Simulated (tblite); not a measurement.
**C3H3Cl2Ga: geometry relaxation (part 1 of 4)**

System: C3H3Cl2Ga.
Method: GFN2-xTB geometry optimisation, gas phase (tblite 0.8.0).

It belongs to a series of runs on one base structure; here: C-C bond made double.

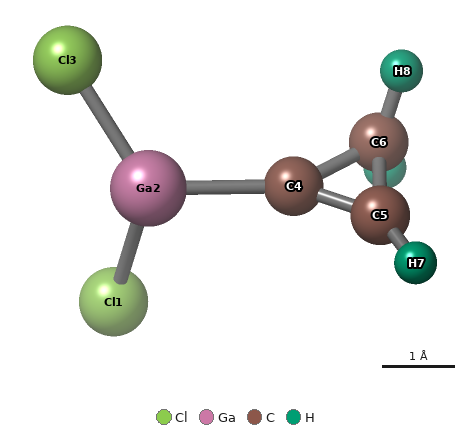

Fig. 1: The starting structure (ball-and-stick view, seen on its broad side; atoms are numbered from 1 in the order of the input). Sticks mark near contacts. Bond lengths as drawn: Cl–Ga 2.12 to 2.41 Å, C–C 1.35 to 1.50 Å, C–Ga 2.03 Å and C–H 1.08 to 1.12 Å.

Input:
```
{"job": {"kind": "relax", "xc": "GFN2-xTB", "basis": "xTB"}, "charge": 0, "multiplicity": 1}
Cl     2.570500     2.046400     0.030000
Ga     1.906500    -0.216000     0.513000
Cl     3.006100    -1.714800    -0.509500
C     -0.112900    -0.070100     0.318900
C     -1.350700     0.095100     0.836300
C     -1.255500    -0.118300    -0.644000
H     -1.889000     0.275700     1.754300
H     -1.616000    -1.070500    -1.014000
H     -1.245500     0.778500    -1.310300
```

The first line tells a small driver script what to run in tblite; the rest is the geometry in Å.

Launch command:
```bash
OMP_NUM_THREADS=1 python <driver script> task.json out
```

What the program printed:
```
step      E/eV     max force
  0    -496.32567    2.672
  1    -496.54769    2.032
  2    -496.76791    1.928
  3    -496.98383    1.326
  4    -497.03833    0.859
  5    -497.06639    0.619
  6    -497.08890    0.512
  7    -497.10846    0.375
  8    -497.12223    0.390
  9    -497.13353    0.311
 10    -497.14089    0.285
 11    -497.14598    0.212
 12    -497.14848    0.130
 13    -497.15016    0.136
 14    -497.15184    0.132
 15    -497.15378    0.166
 16    -497.15658    0.225
 17    -497.16049    0.230
 18    -497.16515    0.273
 19    -497.17034    0.273
 20    -497.17661    0.276
 21    -497.18369    0.261
 22    -497.19002    0.212
 23    -497.19387    0.150
 24    -497.19543    0.091
 25    -497.19611    0.077
 26    -497.19686    0.082
 27    -497.19809    0.113
 28    -497.19977    0.148
 29    -497.20149    0.126
 30    -497.20288    0.094
 31    -497.20397    0.112
 32    -497.20488    0.091
 33    -497.20553    0.090
 34    -497.20598    0.058
 35    -497.20621    0.036
 36    -497.20636    0.032
 37    -497.20647    0.024
 38    -497.20657    0.031
 39    -497.20664    0.029
 40    -497.20669    0.020
 41    -497.20674    0.020
 42    -497.20678    0.017
 43    -497.20681    0.016
 44    -497.20685    0.020
 45    -497.20688    0.018
 46    -497.20691    0.018
 47    -497.20694    0.020
 48    -497.20700    0.032
 49    -497.20710    0.039
 50    -497.20723    0.037
 51    -497.20734    0.026
 52    -497.20741    0.024
 53    -497.20746    0.027
 54    -497.20754    0.034
 55    -497.20771    0.045
 56    -497.20806    0.062
 57    -497.20867    0.085
 58    -497.20927    0.081
 59    -497.20957    0.035
 60    -497.20967    0.020
 61    -497.20971    0.016
 62    -497.20975    0.019
 63    -497.20979    0.022
 64    -497.20988    0.029
 65    -497.21006    0.050
 66    -497.21042    0.075
 67    -497.21104    0.099
 68    -497.21198    0.119
 69    -497.21340    0.136
 70    -497.21545    0.150
 71    -497.21658    0.340
 72    -497.21443    0.372
 73    -497.21924    0.257
 74    -497.22225    0.130
 75    -497.22481    0.090
 76    -497.22254    0.314
 77    -497.22795    0.122
 78    -497.22948    0.132
 79    -497.23097    0.318
 80    -497.23496    0.158
 81    -497.23721    0.148
 82    -497.24070    0.286
 83    -497.24218    0.071
 84    -497.24255    0.139
 85    -497.24341    0.074
 86    -497.24381    0.057
 87    -497.24476    0.077
 88    -497.24553    0.074
 89    -497.24598    0.065
 90    -497.24631    0.056
 91    -497.24662    0.065
 92    -497.24734    0.074
 93    -497.24783    0.084
 94    -497.24832    0.050
 95    -497.24854    0.028
 96    -497.24862    0.028
 97    -497.24871    0.031
 98    -497.24876    0.020
 99    -497.24879    0.007
```

Trajectory as extended XYZ (Å, eV, eV/Å), 85 of the 100 frames kept, from step=0 to step=99:
```
9
Properties=species:S:1:pos:R:3:forces:R:3 step=0 energy=-496.32567
Cl    2.5705    2.0464    0.0300   -0.3310  -1.7030   0.5710
Ga    1.9065   -0.2160    0.5130    0.1040   1.7130  -1.3640
Cl    3.0061   -1.7148   -0.5095   -0.0790   0.1680   0.4150
C    -0.1129   -0.0701    0.3189   -1.6310  -0.2970   2.0860
C    -1.3507    0.0951    0.8363    2.6680   0.0410  -0.1350
C    -1.2555   -0.1183   -0.6440   -0.0810   0.9550  -0.6740
H    -1.8890    0.2757    1.7543   -0.0240  -0.0590  -0.7190
H    -1.6160   -1.0705   -1.0140    0.0430   0.1730  -0.4080
H    -1.2455    0.7785   -1.3103   -0.6700  -0.9920   0.2280
9
Properties=species:S:1:pos:R:3:forces:R:3 step=1 energy=-496.54769
Cl    2.5658    2.0220    0.0382   -0.2880  -1.5360   0.5110
Ga    1.9080   -0.1915    0.4935   -0.0170   1.5120  -1.2630
Cl    3.0050   -1.7124   -0.5036   -0.0950   0.1940   0.4020
C    -0.1362   -0.0743    0.3487    1.8770  -0.7220   0.2900
C    -1.3126    0.0957    0.8344   -1.2000   0.5860   1.5220
C    -1.2566   -0.1046   -0.6536   -0.0190   0.0060  -0.1270
H    -1.8893    0.2748    1.7440    0.1740  -0.1060  -0.9280
H    -1.6154   -1.0680   -1.0198    0.1230   0.3950  -0.2790
H    -1.2551    0.7643   -1.3070   -0.5550  -0.3310  -0.1290
9
Properties=species:S:1:pos:R:3:forces:R:3 step=2 energy=-496.76791
Cl    2.5572    1.9767    0.0533   -0.1700  -1.1400   0.4070
Ga    1.9089   -0.1464    0.4566   -0.0190   1.0220  -1.1010
Cl    3.0025   -1.7072   -0.4921   -0.1230   0.2510   0.4000
C    -0.1244   -0.0897    0.3781    1.1060  -0.5380  -0.3990
C    -1.3010    0.1059    0.8579   -0.5950   0.2190  -0.4020
C    -1.2579   -0.0933   -0.6637    0.4680  -0.7960   1.6930
H    -1.8867    0.2724    1.7203   -0.3990   0.0880   0.0830
H    -1.6129   -1.0594   -1.0292    0.1290   0.4210  -0.1470
H    -1.2721    0.7471   -1.3065   -0.3970   0.4710  -0.5330
9
Properties=species:S:1:pos:R:3:forces:R:3 step=4 energy=-497.03833
Cl    2.5440    1.8847    0.0879    0.3020   0.3470   0.1230
Ga    1.9062   -0.0614    0.3643   -0.2610  -0.5130  -0.6380
Cl    2.9935   -1.6886   -0.4597   -0.1020   0.2450   0.3190
C    -0.0872   -0.1271    0.4086   -0.0630  -0.0820  -0.2640
C    -1.2840    0.1223    0.8589    0.0900  -0.0890  -0.2550
C    -1.2406   -0.0981   -0.6219    0.2840  -0.1500   0.1900
H    -1.9045    0.2744    1.6993   -0.2890   0.1050   0.1590
H    -1.6049   -1.0347   -1.0451    0.0940   0.1220   0.1610
H    -1.3090    0.7345   -1.3174   -0.0550   0.0150   0.2060
9
Properties=species:S:1:pos:R:3:forces:R:3 step=5 energy=-497.06639
Cl    2.5504    1.8874    0.0929    0.2520   0.2210   0.1320
Ga    1.8996   -0.0687    0.3433   -0.2060  -0.2280  -0.5370
Cl    2.9904   -1.6814   -0.4501    0.0000   0.0870   0.2280
C    -0.0823   -0.1320    0.4025   -0.2750  -0.0110   0.0380
C    -1.2841    0.1217    0.8533    0.1380  -0.0640   0.2850
C    -1.2326   -0.1022   -0.6141    0.0580   0.0640  -0.3600
H    -1.9131    0.2771    1.7025   -0.0090   0.0380  -0.1840
H    -1.6021   -1.0301   -1.0422    0.0540  -0.0240   0.1180
H    -1.3126    0.7342   -1.3133   -0.0130  -0.0830   0.2800
9
Properties=species:S:1:pos:R:3:forces:R:3 step=6 energy=-497.08890
Cl    2.5591    1.8853    0.1025    0.2330   0.2070   0.1150
Ga    1.8902   -0.0707    0.3084   -0.1980  -0.0240  -0.3620
Cl    2.9874   -1.6728   -0.4353    0.1290  -0.1100   0.1100
C    -0.0799   -0.1394    0.4007   -0.2710   0.0430   0.1760
C    -1.2806    0.1214    0.8542    0.0660  -0.0680   0.4270
C    -1.2237   -0.1047   -0.6105   -0.1390   0.1550  -0.4680
H    -1.9217    0.2803    1.6999    0.1360   0.0040  -0.3010
H    -1.5983   -1.0251   -1.0392    0.0040  -0.1780   0.0670
H    -1.3189    0.7318   -1.3059    0.0410  -0.0270   0.2350
9
Properties=species:S:1:pos:R:3:forces:R:3 step=7 energy=-497.10846
Cl    2.5719    1.8870    0.1140    0.1820   0.1190   0.0950
Ga    1.8771   -0.0724    0.2678   -0.1360   0.2240  -0.1870
Cl    2.9873   -1.6669   -0.4191    0.2410  -0.2820   0.0060
C    -0.0809   -0.1461    0.4009   -0.1660   0.0680   0.1940
C    -1.2769    0.1195    0.8594   -0.0340  -0.0840   0.2420
C    -1.2173   -0.1058   -0.6111   -0.2690   0.1140  -0.2350
H    -1.9289    0.2837    1.6937    0.1530  -0.0050  -0.2380
H    -1.5946   -1.0239   -1.0352   -0.0360  -0.2510   0.0160
H    -1.3242    0.7308   -1.2957    0.0660   0.0980   0.1070
9
Properties=species:S:1:pos:R:3:forces:R:3 step=8 energy=-497.12223
Cl    2.5844    1.8890    0.1247    0.1450   0.0690   0.0700
Ga    1.8650   -0.0682    0.2333   -0.0250   0.2790  -0.0850
Cl    2.9915   -1.6675   -0.4065    0.2470  -0.3000  -0.0270
C    -0.0834   -0.1505    0.4041   -0.0180   0.0640   0.0830
C    -1.2746    0.1166    0.8647   -0.1510  -0.0830  -0.0080
C    -1.2168   -0.1055   -0.6123   -0.2830  -0.0070   0.0320
H    -1.9326    0.2865    1.6860    0.0710   0.0070  -0.0710
H    -1.5924   -1.0268   -1.0321   -0.0460  -0.2070   0.0010
H    -1.3275    0.7324   -1.2871    0.0600   0.1790   0.0050
9
Properties=species:S:1:pos:R:3:forces:R:3 step=9 energy=-497.13353
Cl    2.5988    1.8933    0.1353    0.1050   0.0110   0.0440
Ga    1.8542   -0.0607    0.2013    0.1330   0.2250  -0.0290
Cl    2.9998   -1.6735   -0.3957    0.1710  -0.2010  -0.0130
C    -0.0866   -0.1528    0.4076    0.0590   0.0540  -0.0530
C    -1.2755    0.1122    0.8683   -0.1880  -0.0760  -0.2190
C    -1.2217   -0.1059   -0.6126   -0.2150  -0.0910   0.2060
H    -1.9351    0.2892    1.6788   -0.0470   0.0240   0.1170
H    -1.5913   -1.0332   -1.0290   -0.0480  -0.1070  -0.0100
H    -1.3290    0.7374   -1.2791    0.0310   0.1610  -0.0420
9
Properties=species:S:1:pos:R:3:forces:R:3 step=11 energy=-497.14598
Cl    2.6194    1.9015    0.1468    0.0760  -0.0330   0.0180
Ga    1.8524   -0.0466    0.1709    0.2110   0.0210  -0.0050
Cl    3.0159   -1.6885   -0.3862    0.0030   0.0310   0.0420
C    -0.0911   -0.1502    0.4080   -0.0060   0.0550  -0.1370
C    -1.2851    0.1034    0.8650   -0.0840  -0.0230  -0.0920
C    -1.2379   -0.1087   -0.6101   -0.0240  -0.0600   0.0640
H    -1.9384    0.2927    1.6771   -0.0700   0.0050   0.1460
H    -1.5933   -1.0452   -1.0260   -0.0510   0.0470  -0.0320
H    -1.3282    0.7476   -1.2707   -0.0550  -0.0430  -0.0040
9
Properties=species:S:1:pos:R:3:forces:R:3 step=12 energy=-497.14848
Cl    2.6244    1.9033    0.1482    0.0820  -0.0240   0.0170
Ga    1.8581   -0.0437    0.1692    0.1280  -0.0250  -0.0010
Cl    3.0196   -1.6919   -0.3851   -0.0170   0.0630   0.0520
C    -0.0928   -0.1473    0.4050   -0.0410   0.0590  -0.0960
C    -1.2897    0.1011    0.8626   -0.0080  -0.0010   0.0390
C    -1.2430   -0.1102   -0.6094    0.0150  -0.0180  -0.0360
H    -1.9394    0.2931    1.6804   -0.0190  -0.0160   0.0640
H    -1.5953   -1.0472   -1.0264   -0.0540   0.0510  -0.0430
H    -1.3284    0.7488   -1.2697   -0.0860  -0.0890   0.0050
9
Properties=species:S:1:pos:R:3:forces:R:3 step=13 energy=-497.15016
Cl    2.6292    1.9039    0.1495    0.0890  -0.0110   0.0170
Ga    1.8639   -0.0422    0.1681    0.0290  -0.0320   0.0120
Cl    3.0216   -1.6929   -0.3834   -0.0100   0.0550   0.0490
C    -0.0943   -0.1443    0.4013   -0.0350   0.0590  -0.0460
C    -1.2926    0.0996    0.8618    0.0480   0.0090   0.1010
C    -1.2459   -0.1115   -0.6094    0.0130   0.0100  -0.0750
H    -1.9405    0.2930    1.6836    0.0260  -0.0330  -0.0030
H    -1.5977   -1.0475   -1.0275   -0.0550   0.0290  -0.0490
H    -1.3302    0.7479   -1.2691   -0.1050  -0.0860  -0.0060
9
Properties=species:S:1:pos:R:3:forces:R:3 step=14 energy=-497.15184
Cl    2.6363    1.9038    0.1518    0.0930  -0.0010   0.0160
Ga    1.8696   -0.0408    0.1651   -0.0730  -0.0190   0.0360
Cl    3.0237   -1.6926   -0.3800    0.0090   0.0290   0.0380
C    -0.0961   -0.1407    0.3967   -0.0010   0.0540  -0.0010
C    -1.2945    0.0983    0.8624    0.0860   0.0120   0.0990
C    -1.2483   -0.1130   -0.6099   -0.0110   0.0240  -0.0660
H    -1.9415    0.2925    1.6868    0.0630  -0.0470  -0.0510
H    -1.6010   -1.0472   -1.0295   -0.0510  -0.0010  -0.0440
H    -1.3346    0.7457   -1.2685   -0.1160  -0.0520  -0.0280
9
Properties=species:S:1:pos:R:3:forces:R:3 step=15 energy=-497.15378
Cl    2.6471    1.9033    0.1555    0.0930   0.0040   0.0130
Ga    1.8744   -0.0387    0.1603   -0.1530   0.0040   0.0640
Cl    3.0263   -1.6917   -0.3744    0.0280   0.0000   0.0250
C    -0.0977   -0.1358    0.3912    0.0440   0.0410   0.0260
C    -1.2949    0.0968    0.8642    0.0990   0.0110   0.0410
C    -1.2513   -0.1146   -0.6106   -0.0410   0.0270  -0.0250
H    -1.9422    0.2911    1.6895    0.0900  -0.0550  -0.0740
H    -1.6057   -1.0467   -1.0326   -0.0370  -0.0280  -0.0220
H    -1.3425    0.7424   -1.2683   -0.1220  -0.0020  -0.0490
9
Properties=species:S:1:pos:R:3:forces:R:3 step=16 energy=-497.15658
Cl    2.6651    1.9022    0.1615    0.0840  -0.0030   0.0100
Ga    1.8786   -0.0351    0.1538   -0.2030   0.0320   0.0920
Cl    3.0309   -1.6903   -0.3653    0.0390  -0.0240   0.0120
C    -0.0989   -0.1279    0.3834    0.0840   0.0150   0.0280
C    -1.2938    0.0947    0.8670    0.0880   0.0080  -0.0650
C    -1.2565   -0.1168   -0.6115   -0.0690   0.0230   0.0330
H    -1.9416    0.2881    1.6924    0.1090  -0.0590  -0.0760
H    -1.6133   -1.0465   -1.0376   -0.0080  -0.0500   0.0240
H    -1.3569    0.7376   -1.2689   -0.1220   0.0580  -0.0600
9
Properties=species:S:1:pos:R:3:forces:R:3 step=18 energy=-497.16515
Cl    2.7264    1.8972    0.1800    0.0300  -0.0600   0.0060
Ga    1.8822   -0.0221    0.1433   -0.1120   0.0670   0.0960
Cl    3.0465   -1.6860   -0.3364   -0.0020   0.0000   0.0130
C    -0.0983   -0.1019    0.3583    0.0460  -0.0660  -0.0680
C    -1.2857    0.0894    0.8705   -0.0110   0.0070  -0.2730
C    -1.2775   -0.1215   -0.6138   -0.0600   0.0270   0.0670
H    -1.9315    0.2739    1.6978    0.1140  -0.0500  -0.0170
H    -1.6375   -1.0483   -1.0503    0.0910  -0.0650   0.1780
H    -1.4110    0.7252   -1.2746   -0.0960   0.1400  -0.0020
9
Properties=species:S:1:pos:R:3:forces:R:3 step=19 energy=-497.17034
Cl    2.7610    1.8927    0.1892   -0.0050  -0.0930   0.0100
Ga    1.8809   -0.0143    0.1452    0.0180   0.0580   0.0570
Cl    3.0546   -1.6829   -0.3211   -0.0500   0.0440   0.0280
C    -0.0967   -0.0879    0.3426   -0.0270  -0.0930  -0.1370
C    -1.2803    0.0874    0.8673   -0.0730   0.0140  -0.2630
C    -1.2909   -0.1224   -0.6156   -0.0220   0.0360   0.0010
H    -1.9206    0.2634    1.6995    0.0970  -0.0380   0.0200
H    -1.6494   -1.0508   -1.0534    0.1310  -0.0590   0.2290
H    -1.4450    0.7207   -1.2789   -0.0680   0.1310   0.0550
9
Properties=species:S:1:pos:R:3:forces:R:3 step=20 energy=-497.17661
Cl    2.7974    1.8863    0.1984   -0.0390  -0.1120   0.0190
Ga    1.8792   -0.0056    0.1522    0.1540   0.0330  -0.0030
Cl    3.0618   -1.6787   -0.3051   -0.1000   0.0880   0.0480
C    -0.0954   -0.0743    0.3231   -0.1100  -0.0960  -0.1870
C    -1.2754    0.0860    0.8595   -0.1060   0.0240  -0.1530
C    -1.3061   -0.1219   -0.6192    0.0220   0.0420  -0.1020
H    -1.9052    0.2506    1.7009    0.0700  -0.0230   0.0460
H    -1.6595   -1.0550   -1.0519    0.1440  -0.0510   0.2300
H    -1.4832    0.7186   -1.2831   -0.0350   0.0950   0.1030
9
Properties=species:S:1:pos:R:3:forces:R:3 step=21 energy=-497.18369
Cl    2.8355    1.8774    0.2085   -0.0620  -0.1050   0.0320
Ga    1.8789    0.0044    0.1605    0.2290   0.0000  -0.0640
Cl    3.0678   -1.6727   -0.2874   -0.1330   0.1100   0.0630
C    -0.0959   -0.0618    0.2987   -0.1670  -0.0650  -0.1900
C    -1.2720    0.0851    0.8477   -0.0790   0.0340   0.0210
C    -1.3223   -0.1202   -0.6252    0.0530   0.0400  -0.1910
H    -1.8864    0.2360    1.7027    0.0430  -0.0100   0.0490
H    -1.6671   -1.0613   -1.0450    0.1220  -0.0450   0.1650
H    -1.5250    0.7190   -1.2856   -0.0050   0.0410   0.1150
9
Properties=species:S:1:pos:R:3:forces:R:3 step=22 energy=-497.19002
Cl    2.8703    1.8673    0.2194   -0.0680  -0.0660   0.0400
Ga    1.8813    0.0145    0.1635    0.1890  -0.0250  -0.0920
Cl    3.0711   -1.6656   -0.2688   -0.1320   0.0870   0.0610
C    -0.0988   -0.0524    0.2730   -0.1520  -0.0070  -0.1340
C    -1.2702    0.0847    0.8365    0.0020   0.0330   0.1470
C    -1.3364   -0.1181   -0.6331    0.0480   0.0300  -0.1970
H    -1.8689    0.2229    1.7048    0.0260   0.0000   0.0330
H    -1.6713   -1.0685   -1.0351    0.0720  -0.0460   0.0580
H    -1.5636    0.7212   -1.2854    0.0150  -0.0060   0.0840
9
Properties=species:S:1:pos:R:3:forces:R:3 step=24 energy=-497.19543
Cl    2.9026    1.8557    0.2354   -0.0510   0.0120   0.0350
Ga    1.8868    0.0253    0.1478    0.0000  -0.0070  -0.0390
Cl    3.0704   -1.6566   -0.2447   -0.0670  -0.0220   0.0230
C    -0.1048   -0.0452    0.2460   -0.0060   0.0690  -0.0240
C    -1.2673    0.0842    0.8314    0.0790   0.0010   0.0450
C    -1.3469   -0.1172   -0.6427   -0.0150  -0.0030  -0.0080
H    -1.8563    0.2130    1.7077    0.0320   0.0030   0.0220
H    -1.6722   -1.0766   -1.0256    0.0120  -0.0400  -0.0510
H    -1.5985    0.7233   -1.2805    0.0150  -0.0130  -0.0030
9
Properties=species:S:1:pos:R:3:forces:R:3 step=25 energy=-497.19611
Cl    2.9065    1.8542    0.2392   -0.0460   0.0230   0.0300
Ga    1.8877    0.0270    0.1413   -0.0340   0.0070  -0.0150
Cl    3.0690   -1.6557   -0.2399   -0.0480  -0.0490   0.0110
C    -0.1055   -0.0429    0.2421    0.0320   0.0680  -0.0180
C    -1.2653    0.0840    0.8327    0.0500  -0.0060  -0.0120
C    -1.3482   -0.1177   -0.6435   -0.0240  -0.0150   0.0410
H    -1.8553    0.2124    1.7087    0.0460   0.0010   0.0180
H    -1.6724   -1.0781   -1.0263    0.0160  -0.0240  -0.0410
H    -1.6029    0.7227   -1.2795    0.0090  -0.0050  -0.0120
9
Properties=species:S:1:pos:R:3:forces:R:3 step=26 energy=-497.19686
Cl    2.9096    1.8531    0.2436   -0.0420   0.0320   0.0260
Ga    1.8881    0.0288    0.1354   -0.0520   0.0210   0.0030
Cl    3.0665   -1.6557   -0.2348   -0.0330  -0.0710   0.0010
C    -0.1054   -0.0388    0.2373    0.0560   0.0570  -0.0180
C    -1.2623    0.0838    0.8340    0.0080  -0.0110  -0.0590
C    -1.3501   -0.1184   -0.6440   -0.0230  -0.0250   0.0680
H    -1.8528    0.2114    1.7101    0.0610  -0.0010   0.0120
H    -1.6724   -1.0800   -1.0278    0.0240   0.0010  -0.0210
H    -1.6076    0.7218   -1.2789    0.0010  -0.0040  -0.0130
9
Properties=species:S:1:pos:R:3:forces:R:3 step=27 energy=-497.19809
Cl    2.9129    1.8519    0.2507   -0.0330   0.0440   0.0220
Ga    1.8879    0.0316    0.1286   -0.0550   0.0350   0.0190
Cl    3.0608   -1.6570   -0.2273   -0.0170  -0.0920  -0.0090
C    -0.1046   -0.0307    0.2287    0.0660   0.0340  -0.0140
C    -1.2570    0.0835    0.8346   -0.0460  -0.0150  -0.1020
C    -1.3539   -0.1195   -0.6444   -0.0080  -0.0300   0.0780
H    -1.8460    0.2092    1.7124    0.0760  -0.0030   0.0050
H    -1.6713   -1.0834   -1.0301    0.0320   0.0380   0.0090
H    -1.6154    0.7203   -1.2784   -0.0150  -0.0120  -0.0080
9
Properties=species:S:1:pos:R:3:forces:R:3 step=28 energy=-497.19977
Cl    2.9158    1.8509    0.2608   -0.0190   0.0570   0.0190
Ga    1.8867    0.0358    0.1223   -0.0320   0.0400   0.0230
Cl    3.0511   -1.6605   -0.2172   -0.0080  -0.1010  -0.0150
C    -0.1027   -0.0179    0.2151    0.0440   0.0020   0.0030
C    -1.2495    0.0833    0.8334   -0.0860  -0.0160  -0.1190
C    -1.3596   -0.1210   -0.6451    0.0260  -0.0220   0.0550
H    -1.8326    0.2054    1.7160    0.0820  -0.0030  -0.0020
H    -1.6684   -1.0884   -1.0323    0.0330   0.0750   0.0370
H    -1.6272    0.7184   -1.2780   -0.0390  -0.0330  -0.0010
9
Properties=species:S:1:pos:R:3:forces:R:3 step=29 energy=-497.20149
Cl    2.9168    1.8510    0.2713   -0.0040   0.0690   0.0180
Ga    1.8850    0.0404    0.1192    0.0110   0.0270   0.0110
Cl    3.0392   -1.6662   -0.2077   -0.0100  -0.0890  -0.0140
C    -0.1003   -0.0037    0.2001    0.0090  -0.0290   0.0270
C    -1.2423    0.0832    0.8297   -0.0950  -0.0100  -0.0820
C    -1.3654   -0.1222   -0.6462    0.0580  -0.0020  -0.0010
H    -1.8150    0.2006    1.7197    0.0710  -0.0010  -0.0080
H    -1.6641   -1.0930   -1.0334    0.0220   0.0870   0.0450
H    -1.6405    0.7160   -1.2779   -0.0620  -0.0520   0.0020
```
